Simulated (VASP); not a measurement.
# LaSi3Ir: convergence with the k-mesh and smearing, part 4 of 4

How sensitive are energy, pressure and forces of LaSi3Ir to the k-mesh and smearing? The series runs use r2SCAN. The start is a cell from a database of measured crystal structures.

VASP 6.6.1; r2SCAN; plane waves and PAW (La, Si, Ir).

So far. Step 19 (Smearing: ISMEAR = 1, SIGMA = 0.5): Against the run before the energy at zero width moves by +0.50 meV an atom and the pressure by +0.05 GPa, after 21 cycles in 68 s. The entropy term T·S comes to 0.58 meV an atom in size.

## (20) Smearing: ISMEAR = -5

The input, INCAR:

```
SYSTEM = LaSi3Ir
PREC = Accurate
ENCUT = 400
EDIFF = 1E-06
NELM = 100
ISMEAR = -5
SIGMA = 0.05
LREAL = .FALSE.
ALGO = Normal
METAGGA = R2SCAN
LASPH = .TRUE.
NBANDS = 22
LORBIT = 11
LWAVE = .FALSE.
LCHARG = .FALSE.
KPAR = 4
ISIF = 2
```

The input, POSCAR:

```
LaSi3Ir
1.0
    0.0000000000     -4.2780000000      0.0000000000
   -4.2780000000      0.0000000000      0.0000000000
    2.1390000000     -2.1390000000     -4.9150000000
La Si Ir
1 3 1
Direct
    0.0000000000      0.0000000000      0.0000000000
    0.7615000000      0.7385000000      0.4770000000
    0.2615000000      0.2385000000      0.4770000000
    0.4112000000      0.5888000000      0.1776000000
    0.6553000000      0.3447000000      0.6894000000
```

The input, KPOINTS:

```
Automatic mesh
0
Gamma
7 7 7
0 0 0
```

Potentials, in the order of the species: La, Si and Ir (PBE family, release 64).

Run with:

```bash
mpirun -np 4 vasp_std
```

Log:

```text
[... set-up lines as in an earlier step ...]
 entering main loop
       N       E                     dE             d eps       ncg     rms          rms(c)
DAV:   1     0.139546143799E+03    0.13955E+03   -0.10519E+04  1776   0.150E+03
DAV:   2    -0.720204342381E+02   -0.21157E+03   -0.19000E+03  2086   0.293E+02
DAV:   3    -0.117287545882E+03   -0.45267E+02   -0.42496E+02  2544   0.122E+02
DAV:   4    -0.120357518534E+03   -0.30700E+01   -0.28783E+01  3212   0.356E+01
[...]
DAV:  13    -0.112931899872E+03   -0.19554E-04   -0.78758E-05  3264   0.698E-02    0.216E-02
DAV:  14    -0.112931942734E+03   -0.42862E-04   -0.47277E-05  3280   0.622E-02    0.673E-03
DAV:  15    -0.112931942554E+03    0.17967E-06   -0.62631E-06  2640   0.252E-02
   1 F= -.11293194E+03 E0= -.11293194E+03  d E =0.000000E+00
 -----------------------------------------------------------------------------
|                                                                             |
|           W    W    AA    RRRRR   N    N  II  N    N   GGGG   !!!           |
|           W    W   A  A   R    R  NN   N  II  NN   N  G    G  !!!           |
|           W    W  A    A  R    R  N N  N  II  N N  N  G       !!!           |
|           W WW W  AAAAAA  RRRRR   N  N N  II  N  N N  G  GGG   !            |
|           WW  WW  A    A  R   R   N   NN  II  N   NN  G    G                |
|           W    W  A    A  R    R  N    N  II  N    N   GGGG   !!!           |
|                                                                             |
|     Tetrahedron method does not include variations of the Fermi             |
|     occupations, so forces and stress will be inaccurate. We suggest        |
|     using a different smearing scheme ISMEAR = 1 or 2 for metals in         |
|     relaxations.                                                            |
|                                                                             |
 -----------------------------------------------------------------------------
```

The job ended after 49 s (4 MPI ranks of Intel Xeon Platinum 8488C (Sapphire Rapids), shared host; peak memory 0.88 GiB; 3 min of CPU time).

From OUTCAR (step 20):

```text
  Total        0.7957730      0.7957730      0.6910018      0.0000000      0.0000000      0.0000000
  in kB       14.1740736     14.1740736     12.3079197      0.0000000      0.0000000      0.0000000
  external PRESSURE =      13.5520223 kB  Pullay stress =       0.0000000 kB

 POSITION                                       TOTAL-FORCE (eV/Angst)
 -----------------------------------------------------------------------------------
      0.00000      0.00000      0.00000         0.000000     -0.000000     -0.141067
     -2.13900     -4.27800     -2.34445         0.000000     -0.000000      0.161764
     -0.00000     -2.13900     -2.34445         0.000000     -0.000000      0.161764
     -2.13900     -2.13900     -0.87290        -0.000000      0.000000      0.147557
     -0.00000     -4.27800     -3.38840        -0.000000      0.000000     -0.330017
 -----------------------------------------------------------------------------------
    total drift:                               -0.000472      0.000472     -0.001568

  FREE ENERGIE OF THE ION-ELECTRON SYSTEM (eV)
  ---------------------------------------------------
  free  energy   TOTEN  =      -112.9319425544 eV

  energy  without entropy=     -112.9319425544  energy(sigma->0) =     -112.93194255

[... 2 parts as in an earlier step ...]

[... 1 further part left out ...]
[key lines of the parts left out:]
E-fermi :   9.5831
```

With tetrahedra the forces and stress of a metal are not exact derivatives of the energy.

Against the first of the series the energy at zero width moves by +0.19 meV an atom and the pressure by +0.05 GPa, after 15 cycles in 49 s.

## (21) The smearing series as a table

This step: convergence of r2SCAN results with the smearing; plane waves and PAW (VASP 6.6.1).

No new run; the numbers come from the runs before.

One cell and one 7×7×7 mesh. Free energy against width, by row:

```
Fermi-Dirac width σ (eV)  free energy less that at the narrowest width (meV/atom)
                    0.01                                                        0
                    0.05                                                    -0.99
                     0.1                                                    -4.46
                     0.2                                                    -19.1
                     0.5                                                   -134.8
```

Differences are taken from the run with ISMEAR = -1, SIGMA = 0.01. Results of the series, by row:

```csv
setting,status,energy less the reference (meV/atom),pressure (GPa),largest force difference (meV/Å),SCF cycles,wall time (s)
"ISMEAR = -1, SIGMA = 0.01",converged,0,1.301,0,30,81
"ISMEAR = -1, SIGMA = 0.05",converged,0.1243,1.301,18.41,20,55
"ISMEAR = -1, SIGMA = 0.1",converged,0.2028,1.376,36.63,21,57
"ISMEAR = -1, SIGMA = 0.2",converged,0.8215,1.432,73.97,19,53
"ISMEAR = -1, SIGMA = 0.5",converged,15.97,2.411,199.1,21,55
"ISMEAR = 1, SIGMA = 0.01",converged,0.01029,1.307,0.468,27,74
"ISMEAR = 1, SIGMA = 0.05",converged,0.008342,1.308,5.727,25,68
"ISMEAR = 1, SIGMA = 0.1",converged,0.08469,1.272,7.931,21,63
"ISMEAR = 1, SIGMA = 0.2",converged,0.1669,1.291,24.45,20,65
"ISMEAR = 1, SIGMA = 0.5",converged,0.6644,1.341,46.32,21,68
ISMEAR = -5,converged,0.1939,1.355,62.95,15,49
```

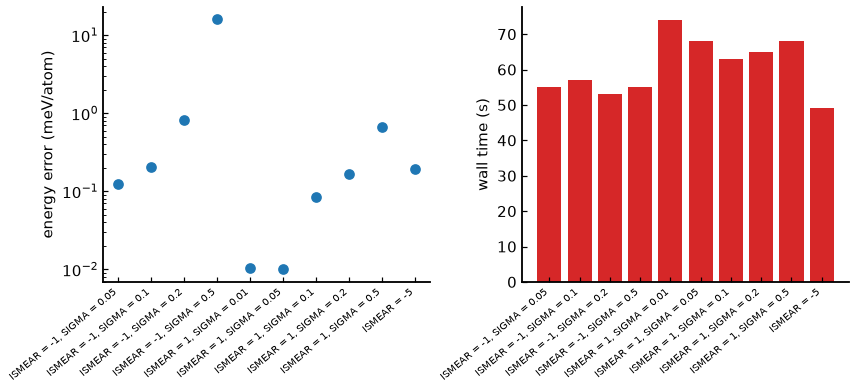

The energy error in size, against the reference run (errors under 0.01 are drawn at 0.01), and the wall time by setting.

## (22) Results

- k-mesh from which the energy stays within 10 meV/atom of the reference: 5 5 5
- k-mesh from which the energy stays within 1 meV/atom of the reference: 5 5 5
- k-mesh from which the pressure stays within 0.2 GPa of the reference: 4 4 4
- spread of the pressure over the k-mesh: 1.28 GPa
- spread of the energy over the k-mesh: 60.9 meV/atom
- spread of the pressure over the smearing: 1.14 GPa
- spread of the energy over the smearing: 16.0 meV/atom

From 5 5 5 on, the energy stays within 1 meV an atom of the reference, at 20 % of its time. The pressure holds within 0.2 GPa from 4 4 4 on. The energy swings above and below the reference, since the sum over k-points is not variational. A metal's Fermi surface slows this convergence. The usual rule keeps the entropy term T·S under 1 meV an atom, which holds up to a width of 0.01 eV for Fermi-Dirac and 0.5 eV for first-order Methfessel-Paxton. That rule is made for Methfessel-Paxton; with the other schemes the zero-width estimate is the energy to use. Farthest in energy from the narrowest smearing lies ISMEAR = -1, SIGMA = 0.5 (+16.0 meV an atom, +1.11 GPa, 199.1 meV/Å in forces). On a fixed mesh a narrow width is not the exact answer for a metal: it samples the Fermi surface more noisily. Differences are taken from the run with 11 11 11, which is itself not the exact limit. The runs at 2 2 2; 3 3 3 are over 30 meV an atom or 2 GPa off and describe the material poorly.

[Lines on the potential files, build, host, timing and source positions are cut from VASP's logs without a mark.]

[Logs are printed without paths, hosts, clocks, repeated set-up lines and the standing remarks that a program may print on its own settings, such as how far it seeks lower states.]

[Hosts, paths, dates, database ids (printed as entryN), source tags and the programs' standing remarks are cut or masked in the printed files.]

[A measured line is paired with the nearest computed mode of its activity, which favours agreement.]
